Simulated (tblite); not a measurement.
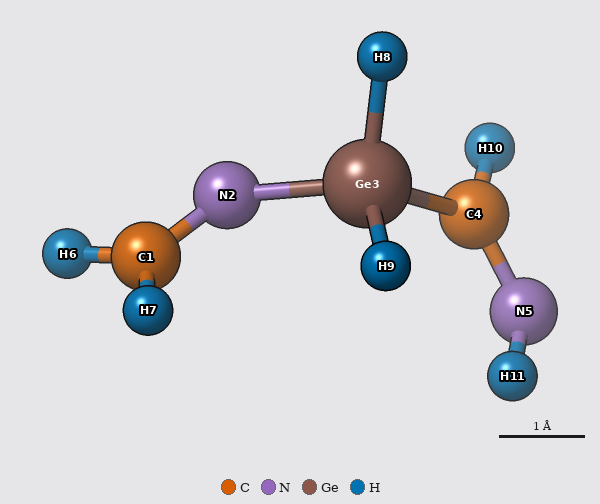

Figure 1. The starting structure (ball-and-stick view, seen at a tilt; atoms are numbered from 1 in the order of the input). Sticks mark near contacts.

## Geometry relaxation, with input and output: C2H6GeN2

System: C2H6GeN2.
Method: GFN2-xTB geometry optimisation, gas phase (tblite 0.8.0).

It belongs to a series of runs on one base structure; here: H on Ge replaced by N=CH2.

## The program's output
```
step      E/eV     max force
  0    -408.33178    2.912
  1    -408.42879    2.871
  2    -408.52579    0.854
  3    -408.57464    0.526
  4    -408.59256    0.338
  5    -408.59732    0.226
  6    -408.60049    0.181
  7    -408.60273    0.202
  8    -408.60588    0.237
  9    -408.60955    0.239
 10    -408.61125    0.123
 11    -408.61192    0.070
 12    -408.61253    0.099
 13    -408.61357    0.121
 14    -408.61473    0.140
 15    -408.61564    0.095
 16    -408.61620    0.082
 17    -408.61664    0.074
 18    -408.61722    0.096
 19    -408.61798    0.124
 20    -408.61873    0.116
 21    -408.61936    0.088
 22    -408.62000    0.080
 23    -408.62088    0.110
 24    -408.62205    0.138
 25    -408.62317    0.115
 26    -408.62384    0.058
 27    -408.62417    0.049
 28    -408.62442    0.060
 29    -408.62478    0.076
 30    -408.62524    0.070
 31    -408.62577    0.070
 32    -408.62631    0.072
 33    -408.62697    0.119
 34    -408.62784    0.151
 35    -408.62877    0.130
 36    -408.62948    0.079
 37    -408.62994    0.060
 38    -408.63031    0.067
 39    -408.63074    0.092
 40    -408.63123    0.078
 41    -408.63168    0.060
 42    -408.63209    0.076
 43    -408.63254    0.110
 44    -408.63330    0.144
 45    -408.63487    0.149
 46    -408.63662    0.104
 47    -408.63764    0.072
 48    -408.63838    0.061
 49    -408.63881    0.064
 50    -408.63893    0.067
 51    -408.63917    0.037
 52    -408.63929    0.036
 53    -408.63956    0.043
 54    -408.63970    0.050
 55    -408.63992    0.040
 56    -408.64006    0.039
 57    -408.64017    0.034
 58    -408.64028    0.038
 59    -408.64043    0.044
 60    -408.64065    0.037
 61    -408.64096    0.044
 62    -408.64132    0.056
 63    -408.64172    0.059
 64    -408.64220    0.067
 65    -408.64279    0.058
 66    -408.64344    0.059
 67    -408.64398    0.059
 68    -408.64431    0.074
 69    -408.64449    0.030
 70    -408.64463    0.049
 71    -408.64476    0.030
 72    -408.64502    0.040
 73    -408.64517    0.038
 74    -408.64533    0.034
 75    -408.64546    0.040
 76    -408.64565    0.042
 77    -408.64586    0.047
 78    -408.64598    0.058
 79    -408.64609    0.054
 80    -408.64615    0.027
 81    -408.64621    0.016
 82    -408.64627    0.018
 83    -408.64639    0.024
 84    -408.64648    0.029
 85    -408.64659    0.034
 86    -408.64673    0.033
 87    -408.64694    0.042
 88    -408.64712    0.023
 89    -408.64717    0.017
 90    -408.64718    0.008
```

## Trajectory as extended XYZ (Å, eV, eV/Å), 9 of the 91 frames kept, from step=0 to step=90
```
11
Properties=species:S:1:pos:R:3:forces:R:3 step=0 energy=-408.33178
C     2.1965   -0.4461    0.5269   -1.0800   1.0610   1.2430
N     1.1692    0.2773    0.7378    1.1760  -0.6300  -0.2880
Ge   -0.1169    0.7156   -0.4777    0.3290   0.9810  -0.4280
C    -1.8064    0.2099    0.3229   -1.0600  -2.5430  -0.9420
N    -2.4170   -0.8732   -0.0373   -0.1240   1.9960   1.4750
H     2.8637   -0.6124    1.3773   -0.0480  -0.0640  -0.2220
H     2.4571   -0.9009   -0.4026    0.1770  -0.3220  -0.6260
H    -0.1042    2.2764   -0.5897    0.1750  -0.6620  -0.0320
H     0.0668    0.0124   -1.8385   -0.0200   0.1780   0.1620
H    -2.2287    0.8472    1.1257   -0.0110  -0.7340  -0.5440
H    -2.0748   -1.5036   -0.7707    0.4850   0.7390   0.2020
11
Properties=species:S:1:pos:R:3:forces:R:3 step=11 energy=-408.61192
C     2.1956   -0.4237    0.5444   -0.0150  -0.0060   0.0110
N     1.2079    0.3286    0.7120    0.0110  -0.0540   0.0030
Ge   -0.1124    0.7370   -0.4915    0.0220   0.0050  -0.0250
C    -1.8306    0.1434    0.3144    0.0180  -0.0250  -0.0300
N    -2.4944   -0.8712    0.0065    0.0070   0.0250   0.0220
H     2.8613   -0.6233    1.3807    0.0240   0.0560   0.0110
H     2.4592   -0.9190   -0.3961   -0.0140  -0.0330   0.0150
H    -0.0479    2.2291   -0.6124    0.0010   0.0680  -0.0160
H     0.0912    0.0723   -1.8516   -0.0030   0.0270   0.0080
H    -2.2449    0.7718    1.1008    0.0120  -0.0510   0.0010
H    -2.0797   -1.4424   -0.7332   -0.0620  -0.0120   0.0000
11
Properties=species:S:1:pos:R:3:forces:R:3 step=22 energy=-408.62000
C     2.1938   -0.4233    0.5557    0.0420  -0.0110   0.0050
N     1.2069    0.3342    0.6971    0.0050   0.0140  -0.0320
Ge   -0.1138    0.7461   -0.5092    0.0160  -0.0740   0.0270
C    -1.8253    0.1228    0.3051    0.0600   0.0360   0.0280
N    -2.5124   -0.8796    0.0142    0.0070   0.0220  -0.0160
H     2.8832   -0.5652    1.3857   -0.0390   0.0300   0.0360
H     2.4496   -0.9768   -0.3542   -0.0450   0.0070  -0.0170
H    -0.0305    2.2415   -0.6141   -0.0300   0.0120   0.0240
H     0.1044    0.1196   -1.8788    0.0020  -0.0260  -0.0580
H    -2.1961    0.7354    1.1254   -0.0120  -0.0370   0.0030
H    -2.1544   -1.4521   -0.7528   -0.0090   0.0280   0.0000
11
Properties=species:S:1:pos:R:3:forces:R:3 step=34 energy=-408.62784
C     2.2005   -0.4155    0.5777    0.0140  -0.0060  -0.0150
N     1.2310    0.3734    0.6488    0.0120  -0.0200  -0.0050
Ge   -0.1038    0.7255   -0.5513   -0.0640   0.0700   0.1180
C    -1.7870    0.0964    0.3166    0.0060  -0.0200  -0.0040
N    -2.5309   -0.8585    0.0044    0.0150   0.0010  -0.0040
H     2.8838   -0.4991    1.4197   -0.0180   0.0220   0.0440
H     2.4423   -1.0520   -0.2790   -0.0130   0.0050  -0.0310
H    -0.0867    2.2303   -0.6013    0.0140  -0.0480  -0.0470
H     0.0940    0.1350   -1.9421   -0.0120  -0.0190  -0.0150
H    -2.0996    0.6666    1.1912    0.0510  -0.0060  -0.0220
H    -2.2382   -1.3995   -0.8107   -0.0040   0.0220  -0.0190
11
Properties=species:S:1:pos:R:3:forces:R:3 step=45 energy=-408.63487
C     2.2026   -0.4010    0.5968   -0.0060  -0.0280   0.0110
N     1.2412    0.3998    0.6246    0.0440   0.0060   0.0640
Ge   -0.1017    0.7169   -0.5588   -0.1040   0.0970  -0.0440
C    -1.7488    0.0658    0.3417   -0.0350   0.0000  -0.0150
N    -2.5372   -0.8354   -0.0187    0.0010   0.0000   0.0240
H     2.8626   -0.4645    1.4577    0.0350   0.0180   0.0400
H     2.4485   -1.0702   -0.2319    0.0100  -0.0030  -0.0450
H    -0.1072    2.2162   -0.6721    0.0240  -0.0240   0.0170
H     0.0407    0.1120   -1.9468    0.0210  -0.0650  -0.0530
H    -1.9982    0.5697    1.2741    0.0090  -0.0240   0.0120
H    -2.2971   -1.3067   -0.8925    0.0000   0.0220  -0.0120
11
Properties=species:S:1:pos:R:3:forces:R:3 step=56 energy=-408.64006
C     2.1979   -0.3807    0.6186    0.0040   0.0070   0.0040
N     1.2399    0.4241    0.6047   -0.0040   0.0010   0.0210
Ge   -0.1099    0.7126   -0.5839   -0.0030  -0.0240  -0.0040
C    -1.7221    0.0347    0.3601   -0.0050  -0.0250  -0.0010
N    -2.5507   -0.8155   -0.0329   -0.0150   0.0350  -0.0090
H     2.8513   -0.4070    1.4883    0.0140   0.0000   0.0060
H     2.4515   -1.0805   -0.1827    0.0070   0.0020  -0.0190
H    -0.0926    2.2065   -0.7270   -0.0080   0.0060  -0.0040
H     0.0113    0.0607   -1.9598    0.0080  -0.0010   0.0030
H    -1.8860    0.4324    1.3599    0.0040   0.0020  -0.0030
H    -2.3851   -1.1846   -0.9712   -0.0020  -0.0030   0.0070
11
Properties=species:S:1:pos:R:3:forces:R:3 step=68 energy=-408.64431
C     2.2298   -0.3531    0.6209   -0.0140   0.0200  -0.0100
N     1.2348    0.4061    0.6509   -0.0070  -0.0170  -0.0040
Ge   -0.1035    0.6617   -0.5664    0.0280   0.0180   0.0270
C    -1.7395    0.0203    0.3584   -0.0330  -0.0660  -0.0010
N    -2.6264   -0.7589   -0.0556    0.0300   0.0340   0.0110
H     2.8928   -0.3925    1.4828    0.0020   0.0060  -0.0030
H     2.5046   -0.9985   -0.2190    0.0200  -0.0080   0.0130
H    -0.1087    2.1532   -0.7481    0.0030  -0.0110   0.0010
H     0.0826   -0.0146   -1.9193   -0.0150  -0.0050  -0.0290
H    -1.8641    0.3872    1.3766   -0.0170   0.0010  -0.0260
H    -2.4969   -1.1084   -1.0073    0.0040   0.0290   0.0220
11
Properties=species:S:1:pos:R:3:forces:R:3 step=79 energy=-408.64609
C     2.2552   -0.3267    0.6397    0.0120  -0.0110  -0.0050
N     1.2400    0.4047    0.6402    0.0010   0.0020   0.0190
Ge   -0.1005    0.6190   -0.5758    0.0010   0.0030  -0.0030
C    -1.7268   -0.0204    0.3676    0.0370   0.0110   0.0190
N    -2.6785   -0.6989   -0.0740   -0.0400  -0.0350  -0.0110
H     2.9106   -0.3280    1.5090   -0.0120   0.0110  -0.0070
H     2.5568   -0.9860   -0.1797    0.0200  -0.0030   0.0000
H    -0.1252    2.1062   -0.7828    0.0090   0.0060   0.0060
H     0.0696   -0.0610   -1.9306   -0.0110  -0.0070  -0.0130
H    -1.7872    0.2562    1.4183   -0.0090   0.0220   0.0150
H    -2.6085   -0.9625   -1.0578   -0.0090   0.0010  -0.0210
11
Properties=species:S:1:pos:R:3:forces:R:3 step=90 energy=-408.64718
C     2.2751   -0.3247    0.6357    0.0010   0.0050  -0.0020
N     1.2358    0.3719    0.6479    0.0040   0.0040   0.0060
Ge   -0.1030    0.5995   -0.5672    0.0020  -0.0050   0.0010
C    -1.7449   -0.0149    0.3676    0.0020   0.0060  -0.0050
N    -2.6984   -0.6877   -0.0811   -0.0020  -0.0010   0.0000
H     2.9257   -0.3195    1.5082   -0.0040  -0.0030   0.0000
H     2.6050   -0.9557   -0.1951    0.0020  -0.0020   0.0000
H    -0.1077    2.0888   -0.7647    0.0020   0.0030   0.0030
H     0.0545   -0.0738   -1.9286   -0.0070  -0.0010   0.0000
H    -1.8212    0.2817    1.4124    0.0040  -0.0020  -0.0010
H    -2.6156   -0.9630   -1.0611   -0.0040  -0.0050  -0.0020
```

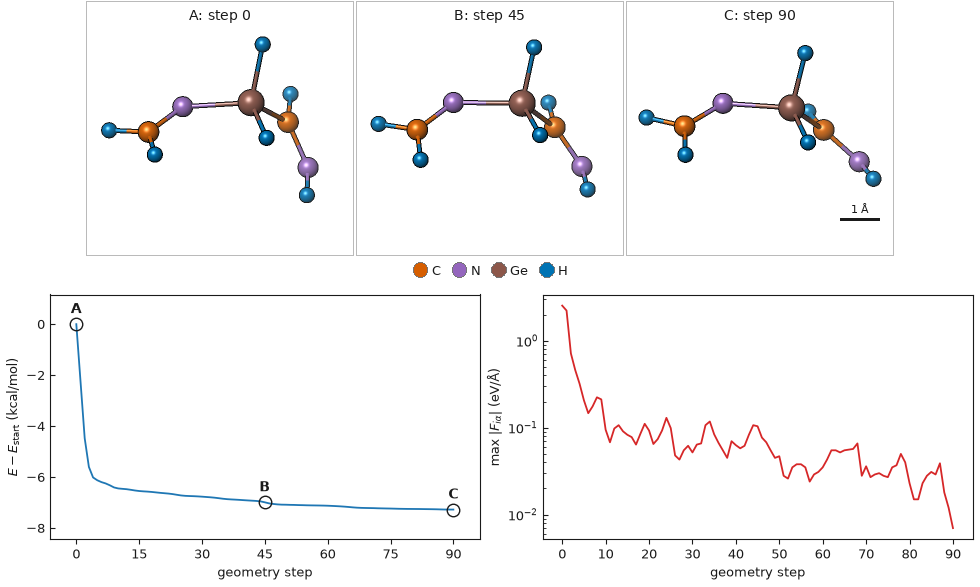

Figure 2. Frames of the relaxation (ball-and-stick view, seen at a tilt) above the curves, on which the letters mark them (steps are counted from 0).

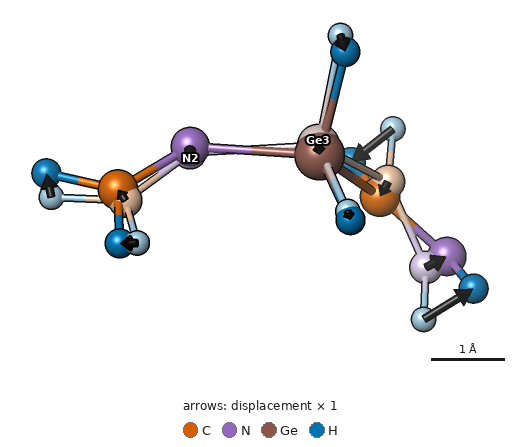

Figure 3. Start (faint) and end (solid) with the displacements as black arrows, at true length (ball-and-stick view, seen at a tilt). The two geometries are laid on each other by the best rigid fit. Over 90 geometry steps the energy falls by 7.27 kcal/mol. The largest force component goes from 2.5 to 0.007 eV/Å. The atom that moves furthest after the best rigid fit is H11 (0.81 Å). By element the largest moves are H 0.81 Å, N 0.34 Å, C 0.23 Å, Ge 0.15 Å. Among the contacts that change: Ge3–H8 1.565 → 1.502 Å, Ge3–C4 1.937 → 1.987 Å, C4–N5 1.294 → 1.250 Å, C1–H7 1.067 → 1.094 Å. Among the angles that change: C4–N5–H11 123.8° → 115.3°, Ge3–C4–N5 121.0° → 128.9°, C1–N2–Ge3 126.5° → 132.3°. (Atoms are counted from 1 in the order of the input.)

The run was set up as follows.

## Input
```
{"job": {"kind": "relax", "xc": "GFN2-xTB", "basis": "xTB"}, "charge": 0, "multiplicity": 1}
C      2.196500    -0.446100     0.526900
N      1.169200     0.277300     0.737800
Ge    -0.116900     0.715600    -0.477700
C     -1.806400     0.209900     0.322900
N     -2.417000    -0.873200    -0.037300
H      2.863700    -0.612400     1.377300
H      2.457100    -0.900900    -0.402600
H     -0.104200     2.276400    -0.589700
H      0.066800     0.012400    -1.838500
H     -2.228700     0.847200     1.125700
H     -2.074800    -1.503600    -0.770700
```

The first line tells a small driver script what to run in tblite; the rest is the geometry in Å.

Launched with:
```bash
OMP_NUM_THREADS=1 python <driver script> task.json out
```

## Summary

| quantity | value |
| --- | --- |
| outcome | converged |
| total energy | −408.6472 eV |
| hardware | 1 CPU thread, shared host |
| peak memory | 0.18 GiB |
